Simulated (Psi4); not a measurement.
# AlClF2 (SMILES [F][Al]([F])[Cl]): B2PLYP/def2-SVPD (density fitting for correlation)

What is the vertical singlet–triplet gap of AlClF2 at B2PLYP/def2-SVPD (density fitting for correlation)? 

The calculation is run with Psi4 1.11.

**1. Starting point**

The species is AlClF2 (4 atoms), meant as a singlet with charge 0. As SMILES, `[F][Al]([F])[Cl]`. The shape is that of a PBE0-D4/def2-TZVP optimisation.

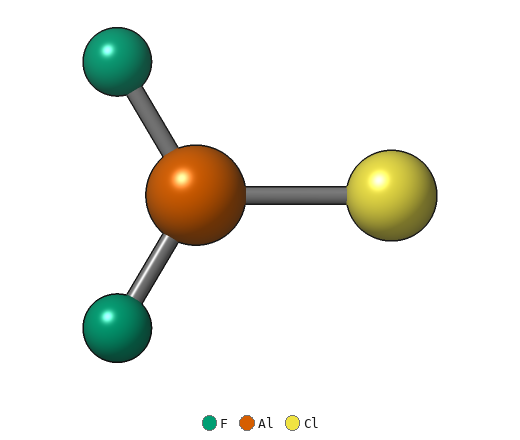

The structure, seen from a chosen angle (fluorine teal, aluminium orange, chlorine yellow).

**2. A single-point energy at B2PLYP/def2-SVPD (density fitting for correlation)**

The input, input.json:

```json
{
 "schema_name": "qcschema_input",
 "schema_version": 1,
 "molecule": {
  "schema_name": "qcschema_molecule",
  "schema_version": 2,
  "symbols": ["F", "Al", "F", "Cl"],
  "geometry": [1.88443489, 1.36392873, 2.17250474, 0.13092023, -0.0959036, 0.10123263, 0.5168212, -3.12526686, -0.3111623, -2.53219521, 1.85724173, -1.96259396],
  "molecular_charge": 0,
  "molecular_multiplicity": 1,
  "fix_symmetry": "c1",
  "fix_com": true,
  "fix_orientation": true
 },
 "driver": "energy",
 "model": {
  "method": "b2plyp",
  "basis": "def2-SVPD"
 },
 "keywords": {
  "puream": true,
  "e_convergence": 1e-09,
  "d_convergence": 1e-08,
  "scf_type": "pk",
  "dft_radial_points": 99,
  "dft_spherical_points": 590,
  "num_frozen_docc": 12
 }
}
```

On the command line:

```console
psi4 --qcschema input.json -n 1 --memory 2200MB
```

stdout:

```text
[...]
  Running in c1 symmetry.
[...]
  Nuclear repulsion =  198.347935375407332
[...]
  Multiplicity = 1
[...]
  Nalpha       = 24
  Nbeta        = 24
[...]
    Number of basis functions: 97
[...]
   @RKS iter   1:  -901.46162663482608   -6.44062e-01   6.36490e-03 DIIS/ADIIS
[...]
   @RKS iter   9:  -901.59422266329977   -4.94538e-11   9.68840e-09 DIIS
[...]
    Orbital Energies [Eh]
    ---------------------
    Doubly Occupied:
       1A   -102.909337     2A    -57.151866     3A    -25.363151
       4A    -25.363148     5A     -9.941479     6A     -7.585695
       7A     -7.582469     8A     -7.581913     9A     -4.544958
      10A     -3.005341    11A     -3.001942    12A     -3.001749
      13A     -1.328912    14A     -1.319835    15A     -0.956611
      16A     -0.603826    17A     -0.568567    18A     -0.547587
      19A     -0.542759    20A     -0.528650    21A     -0.522469
      22A     -0.481350    23A     -0.422417    24A     -0.416263
[...]
  @RKS Final Energy:  -901.59422266329977
   => Energetics <=
    Nuclear Repulsion Energy =            198.3479353754073315
    One-Electron Energy =               -1646.1307521376240857
    Two-Electron Energy =                 578.6333680731892173
    DFT Exchange-Correlation Energy =     -32.4447739742723016
    Empirical Dispersion Energy =           0.0000000000000000
    VV10 Nonlocal Energy =                  0.0000000000000000
    Total Energy =                       -901.5942226632997745
[...]
 Multipole Moments:
 ------------------------------------------------------------------------------------
     Multipole            Electronic (a.u.)      Nuclear  (a.u.)        Total (a.u.)
 ------------------------------------------------------------------------------------
 L = 1.  Multiply by 2.5417464519 to convert [e a0] to [Debye]
 Dipole X            :         19.5937697          -19.7340508           -0.1402811
 Dipole Y            :        -14.3711892           14.4743194            0.1031302
 Dipole Z            :         15.1868005          -15.2959912           -0.1091906
 Magnitude           :                                                    0.2055169
[...]
```

The result, in JSON:

```text
{
 "driver": "energy",
 "model": {
  "method": "b2plyp",
  "basis": "def2-SVPD"
 },
 "success": true,
 "return_result": -901.7883953456484,
 "properties": {
  "calcinfo_nbasis": 97,
  "calcinfo_nmo": 97,
  "calcinfo_nalpha": 24,
  "calcinfo_nbeta": 24,
  "calcinfo_natom": 4,
  "nuclear_repulsion_energy": 198.34793537540733,
  "return_energy": -901.7883953456484,
  "scf_one_electron_energy": -1646.130752137624,
  "scf_two_electron_energy": 578.6333680731892,
  "scf_xc_energy": -32.4447739742723,
  "scf_dipole_moment": [-0.14028106497232073, 0.1031301985114812, -0.1091906395938409],
  "scf_total_energy": -901.5942226632998,
  "scf_iterations": 9
 }
}
```

Run time: 18 s. Hardware: 1 thread of AMD EPYC 7R43 (Zen 3), shared host; peak memory 0.89 GiB.

**3. The triplet at the same level**

The input, input.inp:

```
memory 2.2 GB

molecule {
  0 3
  F      1.88443489     1.36392873     2.17250474
  Al     0.13092023    -0.09590360     0.10123263
  F      0.51682120    -3.12526686    -0.31116230
  Cl    -2.53219521     1.85724173    -1.96259396
  units bohr
  symmetry c1
}

set basis def2-SVPD
set reference uks
set puream true
set e_convergence 1e-09
set d_convergence 1e-08
set scf_type pk
set dft_radial_points 99
set dft_spherical_points 590
set num_frozen_docc 12
set maxiter 100

energy("b2plyp")
```

On the command line:

```console
psi4 -n 1 input.inp input.out
```

input.out:

```text
[...]
  Running in c1 symmetry.
[...]
  Nuclear repulsion =  198.347935375407332
[...]
  Multiplicity = 3
[...]
  Nalpha       = 25
  Nbeta        = 23
[...]
    Number of basis functions: 97
[...]
   @UKS iter   1:  -901.14976537333484   -3.32201e-01   6.80627e-03 DIIS/ADIIS
[...]
   @UKS iter  14:  -901.32770843865444   -6.36646e-12   4.97642e-09 DIIS
[...]
   @S^2 Observed:                2.005396333E+00
[...]
    Orbital Energies [Eh]
    ---------------------
    Alpha Occupied:
       1A   -103.074918     2A    -57.109527     3A    -25.331855
       4A    -25.331852     5A    -10.107682     6A     -7.765499
       7A     -7.745489     8A     -7.741831     9A     -4.508770
      10A     -2.966151    11A     -2.963365    12A     -2.962923
      13A     -1.300876    14A     -1.292034    15A     -1.126313
      16A     -0.629902    17A     -0.614902    18A     -0.564503
      19A     -0.553786    20A     -0.542971    21A     -0.513208
      22A     -0.508060    23A     -0.495075    24A     -0.492510
      25A     -0.156997
    Alpha Virtual:
[...]
  @UKS Final Energy:  -901.32770843865444
   => Energetics <=
    Nuclear Repulsion Energy =            198.3479353754073315
    One-Electron Energy =               -1644.4263441864036395
    Two-Electron Energy =                 577.1541682948482048
    DFT Exchange-Correlation Energy =     -32.4034679225064011
    Empirical Dispersion Energy =           0.0000000000000000
    VV10 Nonlocal Energy =                  0.0000000000000000
    Total Energy =                       -901.3277084386544402
[...]
 Multipole Moments:
 ------------------------------------------------------------------------------------
     Multipole            Electronic (a.u.)      Nuclear  (a.u.)        Total (a.u.)
 ------------------------------------------------------------------------------------
 L = 1.  Multiply by 2.5417464519 to convert [e a0] to [Debye]
 Dipole X            :         -0.6149238           -0.8142203           -1.4291440
 Dipole Y            :          0.4501227            0.5972125            1.0473352
 Dipole Z            :         -0.4749907           -0.6311056           -1.1060962
 Magnitude           :                                                    2.0887347
[...]
```

It took 34 s on 1 thread of AMD EPYC 7R43 (Zen 3), shared host; peak memory 0.89 GiB.

**4. Summary of results**

At B2PLYP/def2-SVPD (density fitting for correlation), 12 core orbitals frozen:

| quantity | value |
| --- | --- |
| singlet: total energy | -901.78840 Eh |
| singlet: HOMO energy (SCF part's orbitals) | -11.33 eV |
| singlet: LUMO energy (SCF part's orbitals) | -0.72 eV |
| singlet: HOMO–LUMO gap (SCF part's orbitals) | 10.61 eV |
| triplet: total energy | -901.51873 Eh |
| triplet: HOMO energy (SCF part's orbitals) (highest over α and β) | -4.27 eV |
| triplet: ⟨S²⟩ | 2.005 |
| vertical energy of the triplet above the singlet | 7.338 eV |

**Reading.** At this shape the triplet lies 7.34 eV (708 kJ/mol) above the singlet.
